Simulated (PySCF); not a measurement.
HCl3F2GeSi, SMILES F[SiH](F)[Ge]([Cl])([Cl])[Cl], singlet at its B3LYP/def2-SVP optimised geometry (Å):

```
8

Si    -1.6511    -2.1973     1.8891
F     -1.0705    -1.4983     3.2221
F     -1.1039    -3.7142     1.8319
Ge    -0.7402    -1.0295     0.0000
Cl     1.4238    -1.0295     0.0000
Cl    -1.4269    -1.9615    -1.8348
Cl    -1.4238     1.0295     0.0000
H     -3.1283    -2.1969     1.9271
```

Method: B3LYP/def2-TZVP run with PySCF. Cells within 0.4 Å of a nucleus heavier than hydrogen are left out (blank, or x).

Map of the Laplacian of the electron density (e/bohr⁵), clipped to [-1.50, 1.50] on the plane z = 0.0 Å:

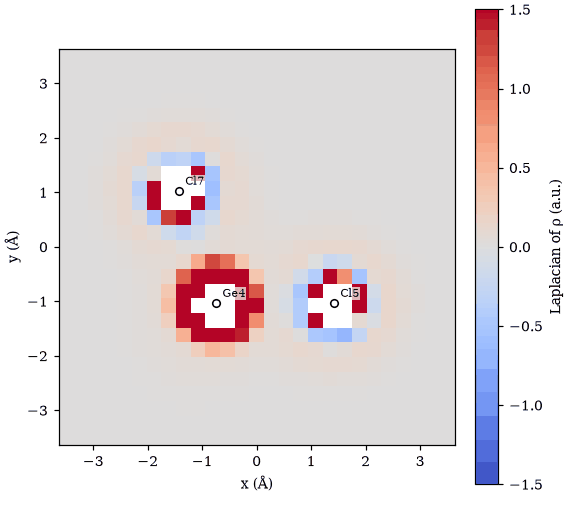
Fig. 1. Laplacian of the electron density (e/bohr⁵), clipped to [-1.50, 1.50] on the plane z = 0.0 Å.
